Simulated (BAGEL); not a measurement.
# One shape, several levels: triplet C2H3F

Wanted: a comparison of 3 runs (ROHF/6-31G*, ROHF/def2-TZVP, UHF/def2-TZVP) of triplet C2H3F. 

The results are computed with BAGEL 1.2.2.

## (1) The molecule

C2H3F has 6 atoms, charge 0, and is taken as a triplet. As SMILES of the parent species, `C=CF`. The shape is that of a PBE0-D4/def2-TZVP optimisation. That shape belongs to the parent species and isn't relaxed for this state.

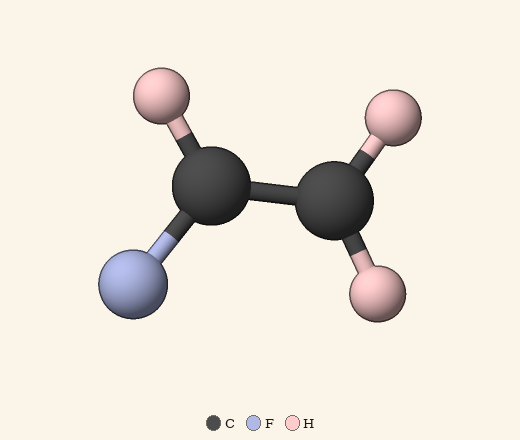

Viewed from a chosen angle; carbon dark grey, fluorine light blue, hydrogen pink.

## (2) The energy at ROHF/6-31G(d) (density fitting with qzvpp-jkfit, spherical functions) (run 1)

Contents of calc.json:

```json
{ "bagel": [

{
  "title": "molecule",
  "basis": "6-31gs.json",
  "df_basis": "qzvpp-jkfit",
  "angstrom": true,
  "geometry": [
    { "atom": "C", "xyz": [   -0.536200,    0.076400,   -0.442800 ] },
    { "atom": "C", "xyz": [    0.490000,   -0.016300,    0.376600 ] },
    { "atom": "F", "xyz": [    0.966200,   -1.192400,    0.795500 ] },
    { "atom": "H", "xyz": [   -1.043900,   -0.803300,   -0.816600 ] },
    { "atom": "H", "xyz": [   -0.880200,    1.054100,   -0.749700 ] },
    { "atom": "H", "xyz": [    1.046100,    0.817400,    0.790700 ] }
  ]
},
{ "title": "rohf", "nopen": 2 },
{ "title": "print", "file": "orbitals.molden", "orbitals": true }

]}
```

The basis set 6-31G* is read from a file made from the Basis Set Exchange's data (not shown).

Run with:

```bash
$ BAGEL_NUM_THREADS=1 BAGEL calc.json > calc.out
```

The log of the run:

```text
* using 1 threads per process

  ===============================================================
  ===============================================================

  *** Geometry ***

  { "atom" : "C", "xyz" : [     -1.013271,      0.144375,     -0.836771 ] },
  { "atom" : "C", "xyz" : [      0.925966,     -0.030803,      0.711671 ] },
  { "atom" : "F", "xyz" : [      1.825853,     -2.253309,      1.503277 ] },
  { "atom" : "H", "xyz" : [     -1.972685,     -1.518017,     -1.543150 ] },
  { "atom" : "H", "xyz" : [     -1.663337,      1.991960,     -1.416728 ] },
  { "atom" : "H", "xyz" : [      1.976842,      1.544662,      1.494206 ] },

  Number of auxiliary basis functions:      281

  Since a DF basis is specified, we compute 2- and 3-index integrals:
    o Being stored without compression. Storage requirement is 0.005 GB

  Number of basis functions:       48
  Number of electrons      :       24

    * METHOD: MOLECULE                             0.05

  *** Open-shell HF ***

  === Nuclear Repulsion ===
    67.7932978193

      * DIIS with orbital gradients will be used.

  === ROHF iteration (6-31gs.json) ===
      0       -176.64505707          0.04311201           0.02
      1       -176.71275082          0.02318704           0.02
      2       -176.72685985          0.01396749           0.02
[... 9 lines of this table left out ...]
     12       -176.73528511          0.00000001           0.02
    * SCF iteration converged.

    * S^2 (ROHF) is 2.0000

    * Permanent dipole moment:
           (    0.289350,    -0.558830,     0.249101) a.u.

    * METHOD: ROHF                                 0.28

    * METHOD: PRINT                                0.00

  ===============================================================
```

Wall time 0.5 s (1 thread of Arm Neoverse V2, shared host).

## (3) The energy at ROHF/def2-TZVP (density fitting with qzvpp-jkfit) (run 2)

Contents of job.json:

```json
{ "bagel" : [

{
  "title" : "molecule",
  "basis" : "def2-tzvp.json",
  "df_basis" : "qzvpp-jkfit",
  "angstrom" : true,
  "geometry" : [
    { "atom" : "C", "xyz" : [   -0.536200,    0.076400,   -0.442800 ] },
    { "atom" : "C", "xyz" : [    0.490000,   -0.016300,    0.376600 ] },
    { "atom" : "F", "xyz" : [    0.966200,   -1.192400,    0.795500 ] },
    { "atom" : "H", "xyz" : [   -1.043900,   -0.803300,   -0.816600 ] },
    { "atom" : "H", "xyz" : [   -0.880200,    1.054100,   -0.749700 ] },
    { "atom" : "H", "xyz" : [    1.046100,    0.817400,    0.790700 ] }
  ]
},
{ "title" : "rohf", "nopen" : 2 },
{ "title" : "print", "file" : "orbitals.molden", "orbitals" : true }

]}
```

The basis set def2-TZVP is read from a file made from the Basis Set Exchange's data (not shown).

Run with:

```bash
$ BAGEL_NUM_THREADS=1 BAGEL job.json > job.out
```

The log of the run:

```text
* using 1 threads per process

  ===============================================================
  ===============================================================

  *** Geometry ***

  { "atom" : "C", "xyz" : [     -1.013271,      0.144375,     -0.836771 ] },
  { "atom" : "C", "xyz" : [      0.925966,     -0.030803,      0.711671 ] },
  { "atom" : "F", "xyz" : [      1.825853,     -2.253309,      1.503277 ] },
  { "atom" : "H", "xyz" : [     -1.972685,     -1.518017,     -1.543150 ] },
  { "atom" : "H", "xyz" : [     -1.663337,      1.991960,     -1.416728 ] },
  { "atom" : "H", "xyz" : [      1.976842,      1.544662,      1.494206 ] },

  Number of auxiliary basis functions:      281

  Since a DF basis is specified, we compute 2- and 3-index integrals:
    o Being stored without compression. Storage requirement is 0.028 GB

  Number of basis functions:      111
  Number of electrons      :       24

    * METHOD: MOLECULE                             0.10

  *** Open-shell HF ***

  === Nuclear Repulsion ===
    67.7932978193

      * DIIS with orbital gradients will be used.

  === ROHF iteration (def2-tzvp.json) ===
      0       -176.68711040          0.03484347           0.06
      1       -176.78454761          0.01858309           0.06
      2       -176.80519312          0.01148685           0.07
[... 10 lines of this table left out ...]
     13       -176.81831729          0.00000001           0.06
    * SCF iteration converged.

    * S^2 (ROHF) is 2.0000

    * Permanent dipole moment:
           (    0.268166,    -0.560169,     0.232296) a.u.

    * METHOD: ROHF                                 0.96

    * METHOD: PRINT                                0.02

  ===============================================================
```

Wall time 1.2 s (1 thread of Arm Neoverse V2, shared host).

## (4) A single-point energy at UHF/def2-TZVP (density fitting with qzvpp-jkfit) (run 3)

Contents of input.json:

```json
{ "bagel" : [

{
  "title" : "molecule",
  "basis" : "def2-tzvp.json",
  "df_basis" : "qzvpp-jkfit",
  "angstrom" : "true",
  "geometry" : [
    { "atom" : "C", "xyz" : [      -0.536200,       0.076400,      -0.442800 ] },
    { "atom" : "C", "xyz" : [       0.490000,      -0.016300,       0.376600 ] },
    { "atom" : "F", "xyz" : [       0.966200,      -1.192400,       0.795500 ] },
    { "atom" : "H", "xyz" : [      -1.043900,      -0.803300,      -0.816600 ] },
    { "atom" : "H", "xyz" : [      -0.880200,       1.054100,      -0.749700 ] },
    { "atom" : "H", "xyz" : [       1.046100,       0.817400,       0.790700 ] }
  ]
},

{
  "title" : "uhf",
  "nopen" : 2
},

{
  "title" : "print",
  "file" : "orbitals.molden",
  "orbitals" : "true"
}

]}
```

The basis set def2-TZVP is read from a file made from the Basis Set Exchange's data (not shown).

Run with:

```bash
$ BAGEL_NUM_THREADS=1 BAGEL input.json > input.out
```

The log of the run:

```text
* using 1 threads per process

  ===============================================================
  ===============================================================

  *** Geometry ***

  { "atom" : "C", "xyz" : [     -1.013271,      0.144375,     -0.836771 ] },
  { "atom" : "C", "xyz" : [      0.925966,     -0.030803,      0.711671 ] },
  { "atom" : "F", "xyz" : [      1.825853,     -2.253309,      1.503277 ] },
  { "atom" : "H", "xyz" : [     -1.972685,     -1.518017,     -1.543150 ] },
  { "atom" : "H", "xyz" : [     -1.663337,      1.991960,     -1.416728 ] },
  { "atom" : "H", "xyz" : [      1.976842,      1.544662,      1.494206 ] },

  Number of auxiliary basis functions:      281

  Since a DF basis is specified, we compute 2- and 3-index integrals:
    o Being stored without compression. Storage requirement is 0.028 GB

  Number of basis functions:      111
  Number of electrons      :       24

    * METHOD: MOLECULE                             0.10

  *** Open-shell HF ***

  === Nuclear Repulsion ===
    67.7932978193

      * DIIS with orbital gradients will be used.

  === UHF iteration (def2-tzvp.json) ===
      0       -176.68711040          0.03484347           0.05
      1       -176.79225628          0.01855341           0.06
      2       -176.81455570          0.01138789           0.05
[... 12 lines of this table left out ...]
     15       -176.82771044          0.00000001           0.06
    * SCF iteration converged.

    * S^2 (UHF) is 2.0222

    * Permanent dipole moment:
           (    0.270566,    -0.559795,     0.234198) a.u.

    * METHOD: UHF                                  1.01

    * METHOD: PRINT                                0.02

  ===============================================================
```

Wall time 1.3 s (1 thread of Arm Neoverse V2, shared host).

## (5) The series

| run | level | energy (Eh) | dipole moment (D) | ⟨S²⟩ | wall time |
| --- | --- | --- | --- | --- | --- |
| 1 | ROHF/6-31G* (density fitting with qzvpp-jkfit, spherical functions) | -176.735285 | 1.72 | 2.000 | 0.5 s |
| 2 | ROHF/def2-TZVP (density fitting with qzvpp-jkfit) | -176.818317 | 1.69 | 2.000 | 1.2 s |
| 3 | UHF/def2-TZVP (density fitting with qzvpp-jkfit) | -176.827710 | 1.69 | 2.022 | 1.3 s |

## (6) What came out

| quantity | value |
| --- | --- |
| run 3: total energy | -176.82771 Eh |
| run 3: dipole moment | 1.69 D |
| run 3: ⟨S²⟩ | 2.022 |

What this shows: The dipole moment (its size) runs from 1.69 D (ROHF/def2-TZVP) to 1.72 D (ROHF/6-31G*). All runs together took 3.1 s, the longest 1.3 s.
